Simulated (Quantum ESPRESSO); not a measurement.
# RbCaBr3 (Pm-3m): modes at Γ and the response to a field, part 3 of 3

Which modes does RbCaBr3 (Pm-3m) have at the zone centre?

Quantum ESPRESSO 7.5; DFT LDA, scalar-relativistic, plane waves, PseudoDojo norm-conserving pseudopotentials.

So far. Step 5 (Zone-centre response): The acoustic modes at Γ come out as far as 2.5 cm⁻¹ from zero, where they should vanish, a small numerical error; the Born charges miss their sum rule by 0.020 e, which is good. The lowest optical mode is imaginary, 18i cm⁻¹, an instability at this level and on this k mesh. The relaxed cell has a = 5.503 Å (conventional setting).

## Step 6: Zone-centre analysis (continued)

Degenerate modes summed, no LO-TO term; imaginary modes left out. Lines of the infrared spectrum (strongest = 100):

```csv
position (cm⁻¹),lines merged,"IR intensity, relative"
22,3,0.0
66,3,6.3
239,3,100
```

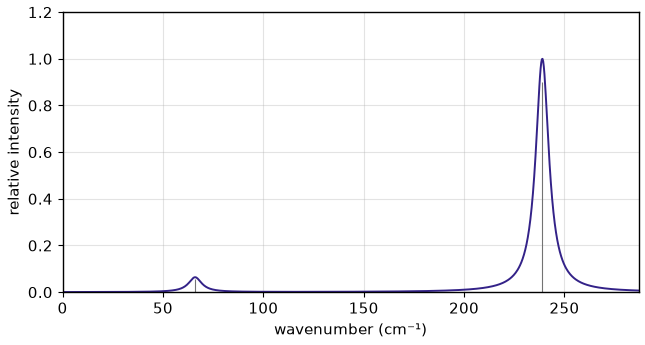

The infrared spectrum, broadened with Lorentzians of width 8 cm⁻¹; bars mark the lines.

The rule moves no optical mode by more than 0.2 cm⁻¹.

## Step 7: Sum rules set otherwise: a sum rule for molecules or wires on a crystal

This rule also removes rotations, which suits molecules and not a crystal; it is tried to see the harm.

Input file dynmat.in:

```
&INPUT
  fildyn = 'g.dyn'
  asr    = 'zero-dim'
  fileig = 'dynmat.eig'
  lperm  = .true.
/
```

On the command line:

```console
> dynmat.x -in dynmat.in > dynmat.out
```

Output:

```text
[banner, memory and clock lines left out]
Program DYNMAT v.7.5

     Reading Dynamical Matrix from file g.dyn
     ...Force constants read
     ...epsilon and Z* read
     Acoustic Sum Rule: || Z*(ASR) - Z*(orig)|| =    6.991437E-01
     Acoustic Sum Rule: ||dyn(ASR) - dyn(orig)||=    4.027050E-02
     A direction for q was not specified:TO-LO splitting will be absent

     Polarizability (A^3 units)
     multiply by 0.578642 for Clausius-Mossotti correction
        28.975977    0.000000    0.000000
         0.000000   28.975977    0.000000
         0.000000    0.000000   28.975977

     IR activities are in (D/A)^2/amu units

# mode   [cm-1]    [THz]      IR
    1    -18.16   -0.5444    0.9070
    2     -0.00   -0.0000    0.0000
    3     -0.00   -0.0000    0.0000
    4      0.00    0.0000    0.0000
    5      0.00    0.0000    0.0000
    6      0.00    0.0000    0.0000
    7      0.00    0.0000    0.0000
    8     10.47    0.3139    0.5699
    9     10.47    0.3139    0.5699
   10     44.10    1.3220    0.6527
   11     44.10    1.3220    0.6527
   12     66.09    1.9815    0.2812
   13    239.01    7.1654    4.4386
   14    241.15    7.2294    4.6609
   15    241.15    7.2294    4.6609

Electronic dielectric permittivity tensor (relative, adimensional)
         3.184557    0.000000    0.000000
         0.000000    3.184557    0.000000
         0.000000    0.000000    3.184557

 ... with zone-center polar mode contributions
         7.337479   -1.167525   -1.167525
        -1.167525    7.337479   -1.167525
        -1.167525   -1.167525    7.337479

[end of the log left out, with the tail of the file of modes that dynmat.x writes under the same name]
```

The job ended after 0.68 s (1 thread of Intel Xeon at 2.70GHz, shared host).

The program raised no error, yet the settings are not those of a careful run.

The fault: a sum rule for molecules or wires on a crystal; 3 optical modes are projected out to zero frequency, as if they were rotations.

For a crystal the rule has to be 'simple' or 'crystal'.

Zone-centre frequencies as printed; negative means imaginary. Modes:

| mode | frequency (cm⁻¹) |
| --- | --- |
| 1 | -18.16 |
| 2 | 0 |
| 3 | 0 |
| 4 | 0 |
| 5 | 0 |
| 6 | 0 |
| 7 | 0 |
| 8 | 10.47 |
| 9 | 10.47 |
| 10 | 44.1 |
| 11 | 44.1 |
| 12 | 66.09 |
| 13 | 239 |
| 14 | 241.2 |
| 15 | 241.2 |

## Step 8: Modes along a direction of q (1 0 0)

A longitudinal polar mode sets up a macroscopic field that stiffens it; the term hangs on the direction from which q goes to zero.

Input file dynmat.in:

```
&INPUT
  fildyn = 'g.dyn'
  asr    = 'simple'
  fileig = 'dynmat.eig'
  q(1)   = 1.0
  q(2)   = 0.0
  q(3)   = 0.0
/
```

On the command line:

```console
> dynmat.x -in dynmat.in > dynmat.out
```

Output:

```text
[banner, memory and clock lines left out]
Program DYNMAT v.7.5

     Reading Dynamical Matrix from file g.dyn
     ...Force constants read
     ...epsilon and Z* read

     Polarizability (A^3 units)
     multiply by 0.578642 for Clausius-Mossotti correction
        28.975977    0.000000    0.000000
         0.000000   28.975977    0.000000
         0.000000    0.000000   28.975977

     IR activities are in (D/A)^2/amu units

# mode   [cm-1]    [THz]      IR
    1    -18.27   -0.5478    0.9069
    2    -18.27   -0.5478    0.9069
    3     -0.00   -0.0000    0.0000
    4     -0.00   -0.0000    0.0000
    5      0.00    0.0000    0.0000
    6     22.15    0.6640    0.0000
    7     22.15    0.6640    0.0000
    8     22.15    0.6640    0.0000
    9     41.75    1.2516    0.2450
   10     66.03    1.9795    0.2816
   11     66.03    1.9795    0.2816
   12     76.49    2.2932    0.4075
   13    238.98    7.1645    4.4383
   14    238.98    7.1645    4.4383
   15    275.96    8.2730    4.9744

[end of the log left out, with the tail of the file of modes that dynmat.x writes under the same name]
```

The job ended after 0.67 s (1 thread).

Read from the output:

```yaml
highest_mode_moved_by_the_lo_to_term: 276.0 cm⁻¹
```

Zone-centre frequencies as printed; negative means imaginary. Modes:

```csv
mode,frequency (cm⁻¹)
1,-18.27
2,-18.27
3,0
4,0
5,0
6,22.15
7,22.15
8,22.15
9,41.75
10,66.03
11,66.03
12,76.49
13,239
14,239
15,276
```

The field moves 3 modes; the highest of them now lies at 276 cm⁻¹, where the highest that moved away lay at 239.

## Step 9: Summary of results

```
space group after relaxation                                           : Pm-3m
volume per atom                                                        : 33.3 Å³
gap on the k-mesh                                                      : 3.90 eV
highest optical zone-centre mode (no LO-TO term)                       : 239.0 cm⁻¹
lowest optical zone-centre mode                                        : -18.3 cm⁻¹
highest mode moved by the LO-TO term                                   : 276.0 cm⁻¹
mean high-frequency dielectric constant                                : 3.18
largest Born charge in size (third of the trace)                       : 2.46 e
imaginary optical modes at the zone centre (no q mesh in this session) : yes
```

At the LDA level the optical modes of RbCaBr3 (Pm-3m) at the zone centre (no LO-TO term) run from 18i to 239 cm⁻¹, so the structure is a saddle point, with 3 modes beyond 10i cm⁻¹ there. Along the directions run, the highest mode that the macroscopic field moves lies at 276 cm⁻¹. Of the 12 optical modes, 9 are infrared active alone and 3 are silent. These are harmonic frequencies at zero temperature: anharmonic shifts and linewidths and thermal expansion are left out. The structure comes from a database and need not be the phase that is stable at ambient conditions.

[Host names and launcher messages were left out of these logs when they were recorded.]

[Logs are printed without paths, hosts, clocks, repeated set-up lines and the standing remarks that a program may print on its own settings, such as how far it seeks lower states.]

[Hosts, paths, dates, database ids (printed as entryN), source tags and the programs' standing remarks are cut or masked in the printed files.]
